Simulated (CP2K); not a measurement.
**TiO2 (titanium dioxide): SVWN5/aug-cc-pVDZ**

Aim: the vertical singlet–triplet gap of TiO2 (titanium dioxide) at SVWN5/aug-cc-pVDZ, from 2 runs. 

Program for the calculation: CP2K 2026.2.

2 further runs of the same task are left out: 2 that didn't finish.

## 1. The molecule

The species is TiO2 (3 atoms), meant as a singlet with charge 0. SMILES: `[O]=[Ti]=[O]`. Geometry: relaxed at PBE0-D4/def2-TZVP.

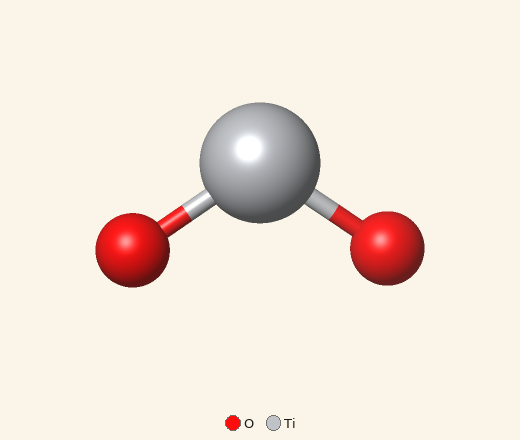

The structure, seen from a chosen angle (oxygen red, titanium light grey).

## 2. The energy at SVWN5/aug-cc-pVDZ

molecule.xyz reads:

```xyz
3

O      0.921000     0.928800     0.444600
Ti     0.135000    -0.492000     0.331600
O     -1.056100    -0.436800    -0.776200
```

run.inp reads:

```
&GLOBAL
   PROJECT_NAME run
   RUN_TYPE ENERGY
   PRINT_LEVEL MEDIUM
&END
&FORCE_EVAL
   METHOD QUICKSTEP
   &DFT
      BASIS_SET_FILE_NAME ./aug_cc_pvdz.basis
      POTENTIAL_FILE_NAME POTENTIAL
      &QS
         METHOD GAPW
         EPS_DEFAULT 1.0E-10
      &END
      # plane-wave cutoff in Ry
      &MGRID
         CUTOFF 280
         REL_CUTOFF 50
         NGRIDS 4
      &END
      # isolated system
      &POISSON
         PERIODIC NONE
         POISSON_SOLVER MULTIPOLE
      &END
      &SCF
         SCF_GUESS ATOMIC
         EPS_SCF 1.0E-06
         MAX_SCF 30
         &OT
            MINIMIZER DIIS
            PRECONDITIONER FULL_ALL
         &END
         &OUTER_SCF
            EPS_SCF 1.0E-06
            MAX_SCF 10
         &END
      &END
      # exchange and correlation
      &XC
         &XC_FUNCTIONAL
            &LDA_X
            &END
            &LDA_C_VWN
            &END
         &END
      &END
      &PRINT
         &MOMENTS
            PERIODIC F
            REFERENCE COM
            MAX_MOMENT 1
         &END
         &MO_CUBES
            NLUMO 1
            NHOMO -1
            WRITE_CUBE F
         &END
         &LOWDIN ON
         &END
         &HIRSHFELD OFF
         &END
      &END
   &END
   &SUBSYS
      &CELL
         ABC 10.6 10 9.8
         PERIODIC NONE
      &END
      &TOPOLOGY
         COORD_FILE_NAME molecule.xyz
         COORD_FILE_FORMAT XYZ
         &CENTER_COORDINATES
         &END
      &END
      &KIND O
         BASIS_SET aug-cc-pVDZ
         POTENTIAL ALL
         LEBEDEV_GRID 194
         RADIAL_GRID 100
      &END
      &KIND Ti
         BASIS_SET aug-cc-pVDZ
         POTENTIAL ALL
         LEBEDEV_GRID 194
         RADIAL_GRID 100
      &END
   &END
&END
```

Command:

```bash
OMP_NUM_THREADS=1 cp2k.psmp -i run.inp -o run.out
```

Output:

```text
CP2K| version string:                                       CP2K version 2026.2
[...]
 GLOBAL| Method name                                                        CP2K
[...]
 GLOBAL| Run type                                                         ENERGY
[...]
 DFT| Spin restricted Kohn-Sham (RKS) calculation                            RKS
 DFT| Multiplicity                                                             1
[...]
 DFT| Charge                                                                   0
[...]
 FUNCTIONAL| LDA_X:
[...]
 FUNCTIONAL| LDA_C_VWN:
[...]
 QS| Method:                                                                GAPW
[...]
 QS| Density cutoff [a.u.]:                                                140.0
[...]
 QS| Relative density cutoff [a.u.]:                                        25.0
[...]
                             - Atoms:                                          3
[...]
                             - Spherical basis functions:                    105
[...]
 Number of electrons:                                                         38
[...]
     1 OT DIIS     0.15E+00    0.7     0.56287676      -921.0425333694 -9.21E+02
[...]
    12 OT DIIS     0.15E+00    0.8     0.00000034      -996.9417222930 -2.40E-09
  *** SCF run converged in    12 steps ***
[...]
  Overlap energy of the core charge distribution:               0.00000000136273
  Self energy of the core charge distribution:               -505.11992260983453
  Core Hamiltonian energy:                                   -521.76655696829391
  Hartree energy:                                              91.92471966886622
  Exchange-correlation energy:                                -15.84772931379760
[...]
                     Mulliken Population Analysis
 #  Atom  Element  Kind  Atomic population                           Net charge
       1     O        1          8.494968                             -0.494968
       2     Ti       2         21.011711                              0.988289
       3     O        1          8.493321                             -0.493321
 # Total charge                             38.000000                 -0.000000
[...]
  Dipole moment [Debye]
    X=  0.1396236E+01 Y= -0.5103014E+01 Z=  0.3443495E+01  Total=      6.3125178
[...]
 WARNING : did not converge in ot_eigensolver
 number of iterations          299  exceeded maximum
 current gradient / target gradient   5.7843998447600106E-005  /    1.0000000000000001E-005
[...]
 HOMO - LUMO gap [eV] :    2.413183
 ENERGY| Total FORCE_EVAL ( QS ) energy [hartree]           -996.941722293025919
[...]
```

It took 35 s on 1 thread of Arm Neoverse V1, shared host; peak memory 0.57 GiB.

## 3. The triplet

calc.inp reads:

```
&GLOBAL
  PROJECT calc
  RUN_TYPE ENERGY
  PRINT_LEVEL MEDIUM
&END GLOBAL
&FORCE_EVAL
  METHOD QUICKSTEP
  &DFT
    BASIS_SET_FILE_NAME ./aug_cc_pvdz.basis
    POTENTIAL_FILE_NAME POTENTIAL
    MULTIPLICITY 3
    UKS T
    &QS
      METHOD GAPW
      EPS_DEFAULT 1.0E-10
    &END QS
    &MGRID
      CUTOFF 280
      REL_CUTOFF 50
      NGRIDS 4
    &END MGRID
    # no periodic images
    &POISSON
      PERIODIC NONE
      POISSON_SOLVER MULTIPOLE
    &END POISSON
    &SCF
      SCF_GUESS ATOMIC
      EPS_SCF 1.0E-06
      MAX_SCF 50
      &OT
        MINIMIZER DIIS
        PRECONDITIONER FULL_ALL
      &END OT
      &OUTER_SCF
        EPS_SCF 1.0E-06
        MAX_SCF 8
      &END OUTER_SCF
    &END SCF
    # functional
    &XC
      &XC_FUNCTIONAL
        &LDA_X
        &END LDA_X
        &LDA_C_VWN
        &END LDA_C_VWN
      &END XC_FUNCTIONAL
    &END XC
    # extra output
    &PRINT
      &MOMENTS
        PERIODIC F
        REFERENCE COM
        MAX_MOMENT 1
      &END MOMENTS
      &MO_CUBES
        NLUMO 1
        NHOMO -1
        WRITE_CUBE F
      &END MO_CUBES
      &LOWDIN ON
      &END LOWDIN
      &HIRSHFELD OFF
      &END HIRSHFELD
    &END PRINT
  &END DFT
  &SUBSYS
    # vacuum box
    &CELL
      ABC 10.6 10 9.8
      PERIODIC NONE
    &END CELL
    &COORD
      O      6.288550     5.710400     5.510400
      Ti     5.502550     4.289600     5.397400
      O      4.311450     4.344800     4.289600
    &END COORD
    &KIND O
      BASIS_SET aug-cc-pVDZ
      POTENTIAL ALL
      LEBEDEV_GRID 194
      RADIAL_GRID 100
    &END KIND
    &KIND Ti
      BASIS_SET aug-cc-pVDZ
      POTENTIAL ALL
      LEBEDEV_GRID 194
      RADIAL_GRID 100
    &END KIND
  &END SUBSYS
&END FORCE_EVAL
```

Command:

```bash
OMP_NUM_THREADS=1 cp2k.psmp calc.inp > calc.out
```

Output, cut to the lines that bear on the results:

```text
CP2K| version string:                                       CP2K version 2026.2
[...]
 GLOBAL| Method name                                                        CP2K
[...]
 GLOBAL| Run type                                                         ENERGY
[...]
 DFT| Spin unrestricted (spin-polarized) Kohn-Sham calculation               UKS
 DFT| Multiplicity                                                             3
[...]
 DFT| Charge                                                                   0
[...]
 FUNCTIONAL| LDA_X:
[...]
 FUNCTIONAL| LDA_C_VWN:
[...]
 QS| Method:                                                                GAPW
[...]
 QS| Density cutoff [a.u.]:                                                140.0
[...]
 QS| Relative density cutoff [a.u.]:                                        25.0
[...]
                             - Atoms:                                          3
[...]
                             - Spherical basis functions:                    105
[...]
 Number of electrons:                                                         20
[...]
     1 OT DIIS     0.15E+00    1.2     0.27297810      -928.8298361133 -9.29E+02
[...]
    21 OT DIIS     0.15E+00    1.4     0.00000065      -996.8456791552 -1.17E-09
  *** SCF run converged in    21 steps ***
[...]
  Overlap energy of the core charge distribution:               0.00000000136273
  Self energy of the core charge distribution:               -505.11992260983453
  Core Hamiltonian energy:                                   -521.97596402572276
  Hartree energy:                                              92.17927946134537
  Exchange-correlation energy:                                -15.78522269357574
[...]
                     Mulliken Population Analysis
 #  Atom  Element  Kind  Atomic population (alpha,beta) Net charge  Spin moment
       1     O        1         4.402149     3.911859    -0.314008     0.490290
       2     Ti       2        11.196102    10.176849     0.627049     1.019253
       3     O        1         4.401749     3.911292    -0.313041     0.490457
 # Total charge and spin       20.000000    18.000000     0.000000     2.000000
[...]
  Dipole moment [Debye]
    X=  0.6687495E+00 Y= -0.2454381E+01 Z=  0.1660790E+01  Total=      3.0379985
[...]
 HOMO - LUMO gap [eV] :    0.868906
 ENERGY| Total FORCE_EVAL ( QS ) energy [hartree]           -996.845679155154926
[...]
```

Wall time 1.7 min (1 thread of Arm Neoverse V1, shared host); peak memory 0.62 GiB.

## 4. Outcome

At SVWN5/aug-cc-pVDZ:

| quantity | value |
| --- | --- |
| singlet: total energy | -996.94172 Eh |
| singlet: dipole moment | 6.31 D |
| singlet: HOMO energy | -6.00 eV |
| singlet: LUMO energy | -3.58 eV |
| singlet: HOMO–LUMO gap | 2.41 eV |
| triplet: total energy | -996.84568 Eh |
| triplet: dipole moment | 3.04 D |
| triplet: HOMO energy (highest over α and β) | -4.33 eV |
| triplet: ⟨S²⟩ | 2.004 |
| vertical energy of the triplet above the singlet | 2.613 eV |

What this shows: At this shape the triplet lies 2.61 eV (60 kcal/mol) above the singlet.
